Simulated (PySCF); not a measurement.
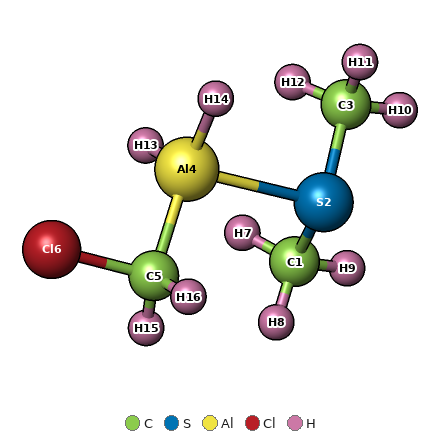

C₃H₁₀AlClS, SMILES C[S+](C)[AlH2-][CH2]Cl, singlet. Vertical core-electron binding energies by ΔSCF (SCAN, pcX-2 on the ionised atom, pcseg-1 elsewhere, spin-free X2C; PySCF, at a PBE0-D3(BJ)/def2-SVP geometry (no frequency check)), gas phase, against the vacuum level. One atom of each kind was ionised; within a panel, areas follow the number of like atoms and 2j + 1 (2p levels are split by first-order spin-orbit coupling, an approximation), each panel is scaled alone, Gaussians of 0.6 eV full width. Only the regions named are shown. Lines closer than the width merge in the curve.

> Predict the Al 2p and Cl 2p photoelectron lines.

```
   level  atoms  binding energy (eV)
Al 2p1/2    Al4                 79.6
Al 2p3/2    Al4                 79.0
Cl 2p1/2    Cl6                206.9
Cl 2p3/2    Cl6                205.2
```

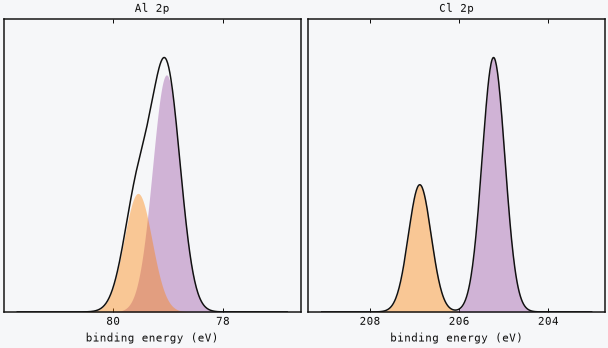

Note: one conformer of a flexible molecule.
